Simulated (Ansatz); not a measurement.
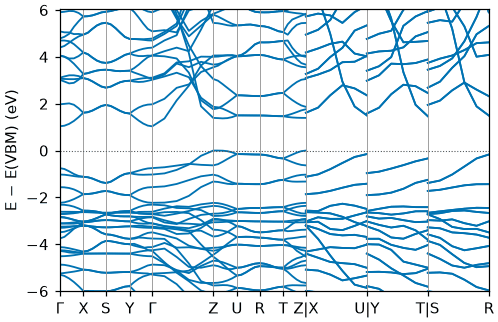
Fig. 1. Band structure from DFT-PBE in the program Ansatz with PAW potentials

Task: Read off the gap and where the band edges lie.

Result: About 1.0 eV (1.04 eV by a search for the band edges); maximum on the Z–U line, 18 % of the way from Z, minimum at Γ.

The material is Sn₃O₄ in space group Pbam (No. 55; Sn on 4h, Sn on 2c, O on 4g, O on 4h).

The start of the workflow was typed in or built on a structure type; neither database checked (COD, Materials Project) lists it. Its standing as an ambient phase is unchecked. Symmetry was held in the PBE relaxation; its stability against distortions is not shown here. The volume moved by 42 % from the start of the relaxation. Spin–orbit coupling is left out wherever it is not named.

Potentials: the earlier of the program's two PAW sets.
